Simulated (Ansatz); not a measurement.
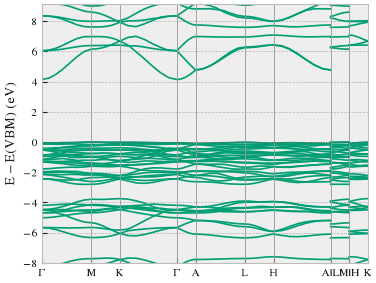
Figure: Band structure from DFT-r²SCAN in the program Ansatz with PAW potentials

Q: Read off the gap and where the band edges lie.

A: About 4.1 eV (4.13 eV by a search for the band edges); maximum at M, minimum at Γ.

Q: Pick the material that matches.
A) ZrO2, CdI2 type
B) GaAsO4, P3_121 (Ga on 3a, As on 3b, O on 6c, O on 6c)
C) AlGaN2, P3m1 (Al on 1a, Ga on 1c, N on 1c, N on 1a)

A: B, GaAsO4, P3_121 (Ga on 3a, As on 3b, O on 6c, O on 6c)

The first step of the workflow began from a Materials Project structure, measured or hypothetical; the Crystallography Open Database files this formula in space group No. 152, but the cells were not matched. Its standing as an ambient phase is unchecked. The r²SCAN relaxation kept the symmetry of its start; whether a distortion lowers the energy is not shown. Spin–orbit coupling is left out wherever it is not named.

Potentials: the later of the program's two PAW sets.
